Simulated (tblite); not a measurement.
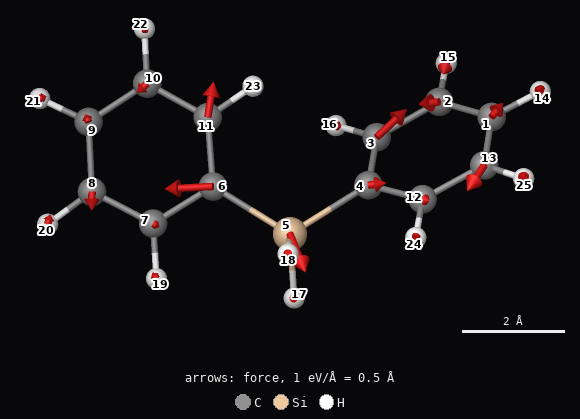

Starting geometry of C$_{12}$H$_{12}$Si with the computed forces as red arrows. A ball-and-stick model, seen at a tilt.

These are results of tblite, GFN2-xTB geometry optimisation, gas phase, not measurements. 

Is this structure relaxed? If not, where do the atoms go?

Answer. It isn't relaxed: the largest force vector, on Si atoms, is 2.02 eV/Å. The final displacements have little in common with the starting forces (cosine between the two patterns 0.07). The largest move after the best rigid fit is that of H25, 0.54 Å. By element the largest moves are H 0.54 Å, C 0.30 Å, Si 0.25 Å. Near-neighbour distances that change, for instance: Si5–C6 1.811 → 1.889 Å, C4–Si5 1.834 → 1.887 Å, C2–C3 1.415 → 1.383 Å, Si5–H18 1.496 → 1.470 Å. Among the angles between lasting bonds that change: C4–Si5–C6 114.3° → 108.6°, C6–Si5–H17 113.7° → 108.9°, Si5–C6–C11 126.0° → 121.6°. After 97 geometry steps the energy has fallen by 25.9 kJ/mol.
